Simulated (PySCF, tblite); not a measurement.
**CH₈FN₂Si₂ radical, a small gas-phase stand-in for a defect centre (C site with back bonds N[SiH3], N[SiH3], F): EPR parameters**

What EPR parameters should one expect for `F[C](N[SiH3])N[SiH3]`? It is drawn as: dangling bond.

Computed with tblite 0.8.0 and PySCF 2.14.0; each step states its level. No surroundings beyond the atoms listed, unless a continuum is named. Atoms count from 0, parts from 1.

## Step 1: Starting point

14 atoms, charge 0, multiplicity 2; geometry: distance geometry start.

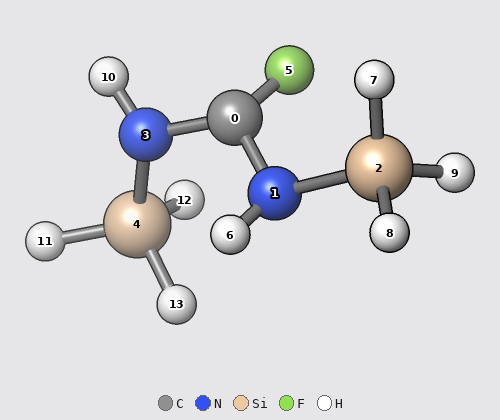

The starting geometry (carbon grey, nitrogen blue, silicon light orange, fluorine green, hydrogen white), atoms numbered.

## Step 2: Relaxing the cluster with GFN2-xTB

The job: settings as JSON, then the geometry in Å.

```
{"job": {"kind": "relax", "xc": "GFN2-xTB", "basis": "xTB"}, "charge": 0, "multiplicity": 2}
C     -0.106817    -1.562926     1.347689
N     -0.458878    -0.290063     0.755367
Si    -1.355249     0.859700     1.853131
N      0.758716    -2.396760     0.541504
Si     0.127305    -2.905886    -1.079121
F     -1.058535    -2.176426     1.990150
H      0.246882     0.116520     0.157820
H     -0.860486     0.741885     3.176880
H     -1.141593     2.189892     1.382720
H     -2.742416     0.575916     1.854979
H      1.275569    -3.115194     1.082511
H      1.145417    -3.551037    -1.824859
H     -0.976494    -3.779527    -0.922299
H     -0.309861    -1.758049    -1.797461
```

Level: GFN2-xTB geometry optimisation, gas phase.

Started as:

```
$ OMP_NUM_THREADS=1 python cluster_run.py task.json out
```

One launch serves the whole session: the jobs run in the order shown.

The program printed:

```text
step      E/eV     max force
  0    -550.52940    4.545
  1    -550.89995    1.031
  2    -550.97434    0.607
  3    -551.01787    0.632
  4    -551.05573    0.709
  5    -551.09288    0.490
  6    -551.11675    0.510
  7    -551.13197    0.284
  8    -551.14068    0.299
  9    -551.14985    0.259
 10    -551.15754    0.305
 11    -551.16304    0.246
 12    -551.16720    0.179
 13    -551.17157    0.239
 14    -551.17678    0.262
 15    -551.18119    0.182
 16    -551.18365    0.105
 17    -551.18534    0.128
 18    -551.18716    0.169
 19    -551.18949    0.174
 20    -551.19225    0.136
 21    -551.19504    0.155
 22    -551.19770    0.161
 23    -551.20010    0.161
 24    -551.20187    0.100
 25    -551.20331    0.129
 26    -551.20521    0.149
 27    -551.20790    0.205
 28    -551.21161    0.237
 29    -551.21599    0.193
 30    -551.22005    0.129
 31    -551.22316    0.182
 32    -551.22619    0.215
 33    -551.22916    0.169
 34    -551.23145    0.150
 35    -551.23334    0.133
 36    -551.23565    0.165
 37    -551.23915    0.231
 38    -551.24363    0.213
 39    -551.24752    0.152
 40    -551.24954    0.122
 41    -551.25063    0.088
 42    -551.25184    0.085
 43    -551.25493    0.096
 44    -551.25632    0.064
 45    -551.25709    0.045
 46    -551.25739    0.041
 47    -551.25786    0.051
 48    -551.25872    0.078
 49    -551.26023    0.106
 50    -551.26194    0.105
 51    -551.26310    0.081
 52    -551.26373    0.062
 53    -551.26416    0.062
 54    -551.26464    0.062
 55    -551.26520    0.054
 56    -551.26562    0.050
 57    -551.26585    0.033
 58    -551.26602    0.029
 59    -551.26622    0.045
 60    -551.26650    0.048
 61    -551.26677    0.045
 62    -551.26698    0.037
 63    -551.26720    0.053
 64    -551.26759    0.082
 65    -551.26826    0.111
 66    -551.26914    0.111
 67    -551.27002    0.099
 68    -551.27098    0.105
 69    -551.27222    0.100
 70    -551.27385    0.125
 71    -551.27566    0.140
 72    -551.27695    0.082
 73    -551.27737    0.098
 74    -551.27832    0.085
 75    -551.27912    0.060
 76    -551.28054    0.066
 77    -551.28168    0.058
 78    -551.28259    0.087
 79    -551.28350    0.085
 80    -551.28401    0.059
 81    -551.28475    0.055
 82    -551.28536    0.048
 83    -551.28598    0.053
 84    -551.28631    0.037
 85    -551.28655    0.036
 86    -551.28678    0.033
 87    -551.28699    0.039
 88    -551.28715    0.032
 89    -551.28726    0.024
 90    -551.28737    0.031
 91    -551.28757    0.041
 92    -551.28792    0.066
 93    -551.28838    0.074
 94    -551.28872    0.047
 95    -551.28901    0.082
 96    -551.28923    0.070
 97    -551.28969    0.036
 98    -551.29002    0.037
 99    -551.29044    0.049
100    -551.29082    0.053
101    -551.29133    0.046
102    -551.29187    0.042
103    -551.29229    0.039
104    -551.29255    0.034
105    -551.29275    0.035
106    -551.29291    0.042
107    -551.29305    0.036
108    -551.29324    0.034
109    -551.29357    0.030
110    -551.29382    0.025
111    -551.29400    0.023
112    -551.29409    0.019
113    -551.29415    0.022
114    -551.29424    0.023
115    -551.29439    0.031
116    -551.29461    0.039
117    -551.29487    0.048
118    -551.29511    0.044
119    -551.29533    0.037
120    -551.29552    0.032
121    -551.29571    0.032
122    -551.29591    0.035
123    -551.29605    0.031
124    -551.29617    0.034
125    -551.29629    0.030
126    -551.29642    0.026
127    -551.29653    0.019
128    -551.29659    0.016
129    -551.29664    0.015
130    -551.29669    0.015
131    -551.29674    0.014
132    -551.29678    0.012
133    -551.29680    0.011
134    -551.29682    0.009
135    -551.29683    0.010
136    -551.29684    0.011
137    -551.29686    0.010
138    -551.29687    0.010
139    -551.29688    0.007
```

Run time: 3.2 s. Hardware: 1 thread of Arm Neoverse V1, shared host.

The steps of the relaxation:

```
step  energy from step 0 (eV)  largest force (eV/Å)
   0                   0.0000                4.5449
   5                  -0.5635                0.4893
  10                  -0.6281                0.3056
  15                  -0.6518                0.1820
  20                  -0.6628                0.1365
  25                  -0.6739                0.1289
  30                  -0.6907                0.1288
  35                  -0.7039                0.1328
  40                  -0.7201                0.1222
  45                  -0.7277                0.0457
  50                  -0.7325                0.1051
  55                  -0.7358                0.0538
  60                  -0.7371                0.0472
  65                  -0.7389                0.1115
  70                  -0.7445                0.1250
  75                  -0.7497                0.0594
  80                  -0.7546                0.0589
  85                  -0.7572                0.0365
  90                  -0.7580                0.0301
  95                  -0.7596                0.0818
 100                  -0.7614                0.0536
 105                  -0.7633                0.0351
 110                  -0.7644                0.0253
 115                  -0.7650                0.0304
 120                  -0.7661                0.0322
 125                  -0.7669                0.0298
 130                  -0.7673                0.0148
 135                  -0.7674                0.0105
 139                  -0.7675                0.0070
```

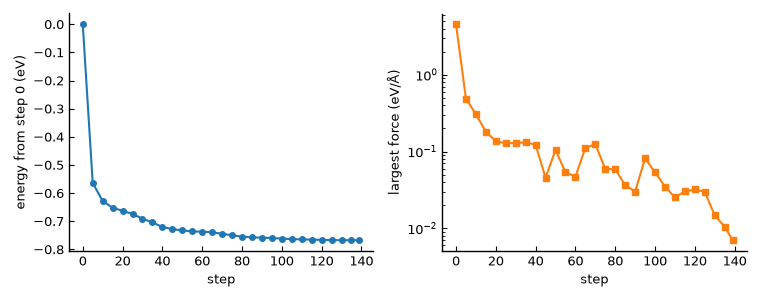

Energy and force, step by step.

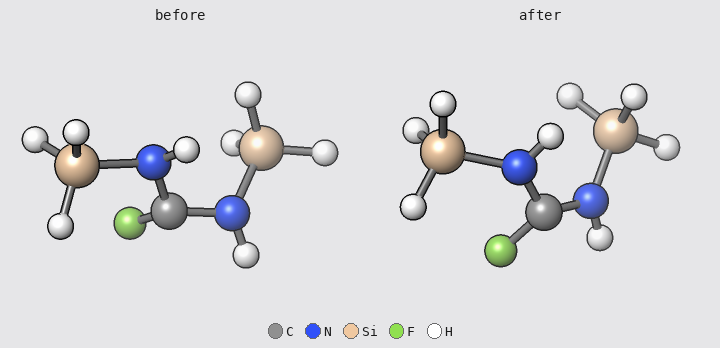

Before and after, at one scale.

Close pairs (by a distance rule), those that changed most:

```
   bond  before (Å)  after (Å)  change (Å)
 N1–Si2       1.825      1.741      -0.084
  C0–F5       1.302      1.381      +0.079
  C0–N1       1.447      1.372      -0.076
 N3–Si4       1.812      1.741      -0.071
  C0–N3       1.447      1.378      -0.069
 Si2–H9       1.416      1.468      +0.052
Si4–H12       1.416      1.467      +0.050
Si4–H13       1.423      1.468      +0.045
```

## Step 3: Geometry optimisation at PBE0-D3(BJ)/def2-SVP

The job: settings as JSON, then the geometry in Å.

```
{"job": {"xc": "PBE0", "basis": "def2-SVP", "d3": "d3bj", "grid": 2, "kind": "geom", "shake": 0.01}, "charge": 0, "multiplicity": 2}
C      0.792850    -0.252896     0.820683
N      0.249477     0.965959     0.391220
Si    -1.113280     1.799561     1.106453
N      1.038176    -1.260386    -0.066928
Si     0.394853    -1.438211    -1.696859
F      0.233873    -0.631132     2.019603
H      0.565000     1.194801    -0.539352
H     -0.762521     1.997054     2.522765
H     -1.118938     3.050706     0.368582
H     -2.354431     1.057265     0.986074
H      1.272735    -2.100443     0.439625
H      1.010832    -2.680475    -2.117480
H     -1.093672    -1.449517    -1.793379
H      0.878569    -0.266893    -2.426597
```

The program printed:

```text
step   0  E = -830.33996597  max force = 0.028511
step   1  E = -830.34803652  max force = 0.012769
step   2  E = -830.34896539  max force = 0.009739
step   3  E = -830.35010920  max force = 0.003872
step   4  E = -830.35053314  max force = 0.006484
step   5  E = -830.35097404  max force = 0.002193
step   6  E = -830.35123426  max force = 0.001604
step   7  E = -830.35159426  max force = 0.002804
step   8  E = -830.35171506  max force = 0.002526
step   9  E = -830.35179188  max force = 0.001779
step  10  E = -830.35182861  max force = 0.000748
step  11  E = -830.35185473  max force = 0.000874
step  12  E = -830.35187012  max force = 0.001099
step  13  E = -830.35188077  max force = 0.000647
step  14  E = -830.35188653  max force = 0.000248
optimisation converged
```

It took 3.8 min on 1 thread of Arm Neoverse V1, shared host; peak memory 0.72 GiB.

Along the way:

```
step  energy from step 0 (eV)  largest force component (eV/Å)
   0                   0.0000                          1.4661
   1                  -0.2196                          0.6566
   2                  -0.2449                          0.5008
   3                  -0.2760                          0.1991
   4                  -0.2875                          0.3334
   5                  -0.2995                          0.1128
   6                  -0.3066                          0.0825
   7                  -0.3164                          0.1442
   8                  -0.3197                          0.1299
   9                  -0.3218                          0.0915
  10                  -0.3228                          0.0385
  11                  -0.3235                          0.0449
  12                  -0.3239                          0.0565
  13                  -0.3242                          0.0333
  14                  -0.3244                          0.0128
```

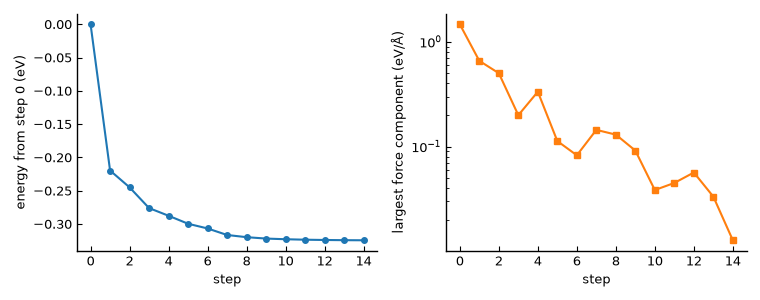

Energy and largest force along the relaxation.

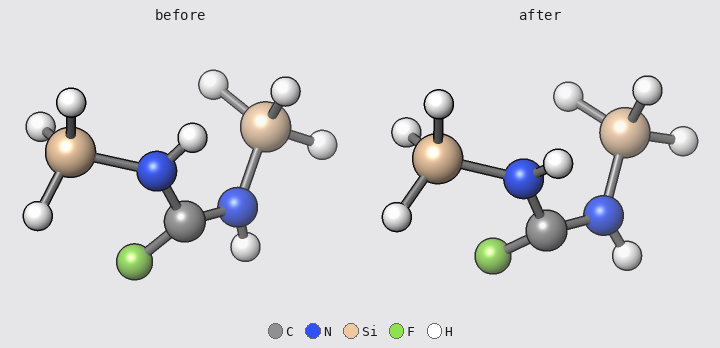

Before and after, at one scale.

Distances of close pairs at the start and the end, largest changes first:

```
   bond  before (Å)  after (Å)  change (Å)
Si4–H11       1.449      1.492      +0.043
 Si2–H8       1.453      1.492      +0.039
 Si2–H9       1.451      1.490      +0.039
Si4–H13       1.462      1.494      +0.032
 Si2–H7       1.472      1.493      +0.020
  C0–N3       1.365      1.382      +0.017
  C0–N1       1.402      1.392      -0.010
 N1–Si2       1.750      1.758      +0.008
```

The next job starts from the end point, and lists it.

```
                         at the end point                value
  point group (found at 0.08 Å tolerance)                   C1
rotational constants (GHz, main isotopes)  3.792, 1.323, 1.092
                        dipole moment (D)                 1.51
                                     ⟨S²⟩                0.753
```

## Step 4: g tensor and hyperfine couplings: B3LYP/IGLO-III+pcH-1

The job: settings as JSON, then the geometry in Å.

```
{"job": {"kind": "epr"}, "charge": 0, "multiplicity": 2}
C      0.748620    -0.340269     0.893010
N      0.271873     0.864542     0.383997
Si    -1.065801     1.769740     1.078747
N      1.085435    -1.292457    -0.050098
Si     0.339487    -1.382044    -1.641077
F     -0.089116    -0.771810     1.886152
H      0.929105     1.343966    -0.221685
H     -0.846040     2.132310     2.510146
H     -1.127748     3.013543     0.257187
H     -2.346791     1.017827     0.961221
H      1.640917    -2.068074     0.292777
H      0.844488    -2.655055    -2.234050
H     -1.153061    -1.402959    -1.589392
H      0.762187    -0.243628    -2.511999
```

Level: UKS B3LYP, IGLO-III on C F N Si, pcH-1 on H, non-relativistic, mean-field spin-orbit, GIAO.

The program printed:

```text
UKS, coarse grid
  cycle   1  E = -831.32711336  |g| = 4.79e-01
  cycle   2  E = -831.24545199  |g| = 7.02e-01
  cycle   3  E = -831.40246918  |g| = 6.49e-02
  cycle   4  E = -831.40336042  |g| = 3.50e-02
  cycle   5  E = -831.40374976  |g| = 1.12e-02
  cycle   6  E = -831.40380646  |g| = 2.37e-03
  cycle   7  E = -831.40381187  |g| = 7.86e-04
UKS, final grid
  cycle   1  E = -831.40380159  |g| = 8.77e-04
  cycle   2  E = -831.40380128  |g| = 1.28e-03
  cycle   3  E = -831.40380195  |g| = 1.70e-04
  cycle   4  E = -831.40380196  |g| = 4.13e-05
  cycle   5  E = -831.40380196  |g| = 2.98e-05
E = -831.40380196 Eh   <S^2> = 0.7528 (exact 0.7500)
g shifts (ppm)      1          2          3
  rmc          -216       -216       -216
  gc             42          7        -10
  oz_so         -18       1292       1728
  total        -192       1083       1502
hyperfine (MHz)  atom isotope    a_iso     a_fc   dipolar eigenvalues
    0   13C     398.85     398.89    -66.57    -64.19    130.77
    1   14N       3.60       3.62     -6.34     -5.76     12.11
    2  29Si       6.44       6.43     -1.47      0.35      1.12
    3   14N      28.58      28.58     -3.80     -3.22      7.02
    4  29Si     -41.60     -41.71    -13.03      5.95      7.08
    5   19F     362.33     362.18   -169.74   -152.13    321.87
    6    1H       0.39       0.38     -7.58     -6.13     13.71
    7    1H       8.63       8.62     -1.81     -1.67      3.48
    8    1H      -1.77      -1.77     -1.67     -1.39      3.06
    9    1H      14.11      14.11     -1.63     -1.37      3.00
   10    1H      11.73      11.73     -8.73     -5.70     14.43
   11    1H       0.27       0.27     -1.89     -1.07      2.96
   12    1H      15.49      15.49     -2.05     -0.89      2.94
   13    1H      -2.76      -2.76     -1.85     -1.24      3.08
```

Wall time 78 s (1 thread of Arm Neoverse V1, shared host); peak memory 0.97 GiB.

Principal g values 2.00213, 2.00340, 2.00382; g(iso) = 2.00312, against 2.00232 for a free electron.

Hyperfine couplings, nucleus by nucleus at this fixed geometry (no averaging over rotations):

```
nuclei  isotope  a(iso) (MHz)  a(iso) (G, at g = 2.0023)  largest dipolar term (MHz)
    C0      13C         398.8                      142.3                       130.8
    F5      19F         362.3                      129.3                       321.9
   Si4     29Si         -41.6                      -14.8                       -13.0
    N3      14N          28.6                       10.2                         7.0
   H12       1H          15.5                        5.5                         2.9
    H9       1H          14.1                        5.0                         3.0
   H10       1H          11.7                        4.2                        14.4
    H7       1H           8.6                        3.1                         3.5
   Si2     29Si           6.4                        2.3                        -1.5
    N1      14N           3.6                        1.3                        12.1
   H13       1H          -2.8                       -1.0                         3.1
    H8       1H          -1.8                       -0.6                         3.1
    H6       1H           0.4                        0.1                        13.7
   H11       1H           0.3                        0.1                         3.0
```

Mulliken spin populations:

C0 0.81; N1 0.07; Si2 0.02; N3 0.01; Si4 0.07; F5 0.02; H6 -0.01; H7 0.01; H8 0.00; H9 0.01; H10 0.00; H11 0.00; H12 0.01; H13 0.00

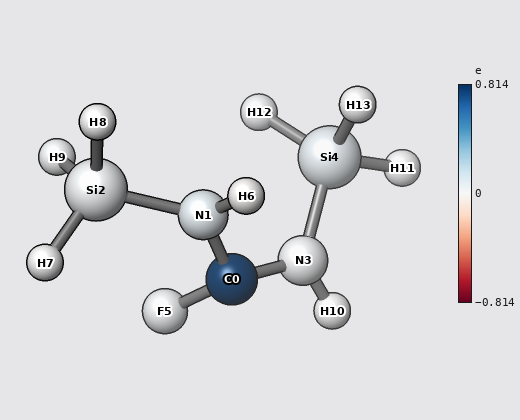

Mulliken spin populations, as colours on the atoms.

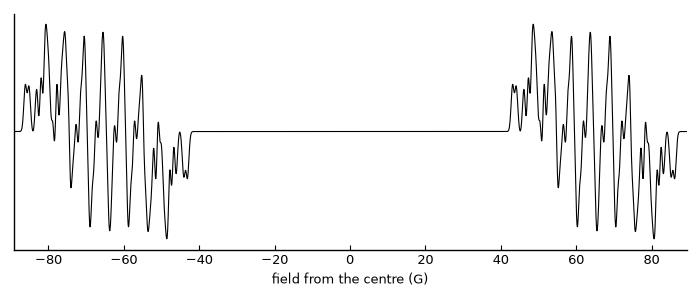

First-order isotropic spectrum (first derivative, main isotopes with spin only, couplings over 0.8 MHz, Gaussian width 0.4 G; couplings of the frozen geometry, rotation of groups not averaged beyond the rows shown).

## Step 5: g tensor and hyperfine couplings: BHandHLYP/IGLO-III+pcH-1

Same as in step 4 but for these lines:

```diff
@@ -1,2 +1,2 @@
-{"job": {"kind": "epr"}, "charge": 0, "multiplicity": 2}
+{"job": {"kind": "epr", "xc": "BHandHLYP"}, "charge": 0, "multiplicity": 2}
 C      0.748620    -0.340269     0.893010
```

Method: UKS BHandHLYP, IGLO-III on C F N Si, pcH-1 on H, non-relativistic, mean-field spin-orbit, GIAO.

The program printed:

```text
UKS, coarse grid
  cycle   1  E = -831.14759167  |g| = 4.33e-01
  cycle   2  E = -831.16412216  |g| = 4.48e-01
  cycle   3  E = -831.22402739  |g| = 5.23e-02
  cycle   4  E = -831.22531207  |g| = 2.58e-02
  cycle   5  E = -831.22564599  |g| = 9.09e-03
  cycle   6  E = -831.22571695  |g| = 3.24e-03
  cycle   7  E = -831.22573067  |g| = 9.20e-04
  cycle   8  E = -831.22573198  |g| = 3.96e-04
UKS, final grid
  cycle   1  E = -831.22572928  |g| = 2.99e-04
  cycle   2  E = -831.22572932  |g| = 2.54e-04
  cycle   3  E = -831.22572935  |g| = 5.91e-05
  cycle   4  E = -831.22572935  |g| = 4.49e-05
  cycle   5  E = -831.22572935  |g| = 6.22e-06
E = -831.22572935 Eh   <S^2> = 0.7544 (exact 0.7500)
g shifts (ppm)      1          2          3
  rmc          -219       -219       -219
  gc             39          3         -8
  oz_so         -41       1195       1594
  total        -221        978       1367
hyperfine (MHz)  atom isotope    a_iso     a_fc   dipolar eigenvalues
    0   13C     445.09     445.14    -71.48    -68.32    139.80
    1   14N       4.23       4.24     -6.12     -5.74     11.86
    2  29Si       7.75       7.75     -1.16      0.12      1.04
    3   14N      25.09      25.10     -3.76     -3.34      7.11
    4  29Si     -37.34     -37.43    -11.90      5.37      6.52
    5   19F     386.07     385.95   -172.44   -146.59    319.04
    6    1H      -0.47      -0.47     -7.81     -6.45     14.26
    7    1H       6.73       6.73     -1.83     -1.73      3.56
    8    1H      -1.57      -1.57     -1.63     -1.39      3.02
    9    1H      11.84      11.84     -1.61     -1.42      3.03
   10    1H      12.17      12.16     -9.01     -6.05     15.06
   11    1H       1.25       1.25     -1.75     -1.10      2.85
   12    1H      13.59      13.59     -1.93     -1.02      2.95
   13    1H      -2.64      -2.64     -1.80     -1.32      3.12
```

Run time: 86 s. Hardware: 1 thread of Arm Neoverse V1, shared host; peak memory 1 GiB.

In short: g(iso) 2.00303.

## Step 6: Run by run: EPR parameters

g, ⟨S²⟩ and isotropic hyperfine couplings (MHz), with basis size and wall time:

```
                     run   g(iso)   ⟨S²⟩  13C C0  19F F5  29Si Si4  14N N3  1H H12  functions  time
    B3LYP/IGLO-III+pcH-1  2.00312  0.753   398.8   362.3     -41.6    28.6    15.5        308  78 s
BHandHLYP/IGLO-III+pcH-1  2.00303  0.754   445.1   386.1     -37.3    25.1    13.6        308  86 s
```

## Step 7: Summary of results

| quantity | value |
| --- | --- |
| point group | C1 |
| rotational constants (main isotopes) | 3.79, 1.32, 1.09 GHz |
| g(iso) (B3LYP) | 2.00312 |
| ⟨S²⟩ | 0.753 (exact 0.75) |
| largest a(iso) | 13C on C0, 398.8 MHz |

What this shows: The start of the PBE0/def2-SVP relaxation was shaken at random by about 0.01 Å, so part of the energy gained, and of the first lengths quoted, undoes that. The optimisation took 14 steps and gained 0.324 eV; among the close pairs (by a distance rule), Si4–H11 changed most, from 1.449 to 1.492 Å (PBE0/def2-SVP). Most of the unpaired spin sits on C0 (0.81 e). The isotropic g lies 0.8 ppt above the free-electron value. The coupling of 13C on C0 runs from 398.8 (B3LYP/IGLO-III+pcH-1) to 445.1 MHz (BHandHLYP/IGLO-III+pcH-1). A capped cluster stands for the solid here, so long-range fields and strain are missing, and bands or shifts of the capping hydrogens have no counterpart in it.
